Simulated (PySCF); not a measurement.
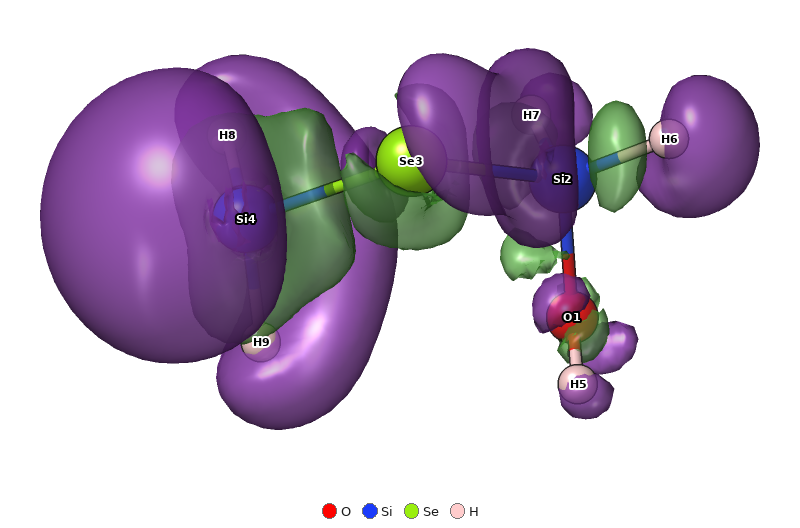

*H5OSeSi2, doublet, SMILES `O[SiH2][Se][SiH2]`. Fukui function f⁺ = ρ(N+1) − ρ(N) at fixed geometry, surfaces at ±0.01 e/Å³ (purple positive, green negative).*

Level of theory: LDA (SVWN)/def2-SVPD (PySCF), at a geometry from GFN2-xTB. No frequency check shows the geometry to be a minimum. GFN2-xTB bond lengths at metals and heavier atoms can be off by up to 0.1 Å and shapes distorted, which carries into these values. GFN2-xTB doesn't know the spin state, so this open-shell geometry is rough.

Geometry (Å), atoms numbered from 1:

```
O1      -2.0392   -1.1559   -0.5372
Si2     -1.5837    0.0370    0.4564
Se3      0.4870    0.8137   -0.1437
Si4      1.7732   -1.0590    0.1034
H5      -2.0144   -1.0696   -1.4873
H6      -2.4190    1.2200    0.3527
H7      -1.5198   -0.6334    1.7399
H8       1.7662   -1.4919    1.5002
H9       1.2882   -2.1366   -0.7605
```

Question: On which atoms does the density change most on addition of an electron?

Answer: f⁺ (Hirshfeld-condensed) is largest on Si4 (0.47); the vertical electron affinity is 1.62 eV (to the singlet anion, which needn't be its lowest state; the anion's highest orbital has positive energy, so this value and f⁺ depend on the basis). Condensed values hint at sites of nucleophilic attack but needn't mark the atom that reacts. Orbital relaxation makes it negative in places (0.16 e in all).

```csv
atom,f⁺,charge
O1,+0.03,−0.28
Si2,+0.10,+0.31
Se3,+0.13,−0.16
Si4,+0.47,+0.18
H5,+0.02,+0.17
H6,+0.06,−0.06
H7,+0.03,−0.06
H8,+0.08,−0.06
H9,+0.08,−0.06
```
